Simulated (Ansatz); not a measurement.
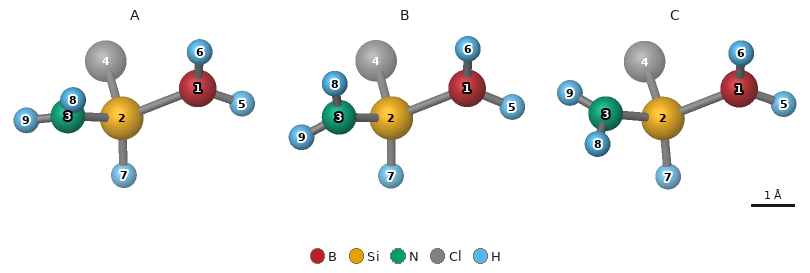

3 geometries from a converged minimum-energy path of BSiNH₅Cl, shuffled. A ball-and-stick model, seen from a free direction.

Computed with RHF/def2-SVP (Ansatz 0.2.0). Run with 5 movable images; climbing image; force threshold 0.05 eV/Å; iteration limit 60; starting path by image-dependent pair potential.

### Which of them lies highest in energy?

C. In order along the path, whose images run from 0 to 6: C (image 3, +4.93 kcal/mol), A (image 5, +1.88 kcal/mol), B (image 6, 0.00 kcal/mol). The motion is a rotation about the Si2–N3 bond. No bond forms or breaks between the ends. Bond angles that change up to the highest image, for instance: N3–Si2–Cl4 113.8° → 105.6°, B1–Si2–H7 117.3° → 112.2°.
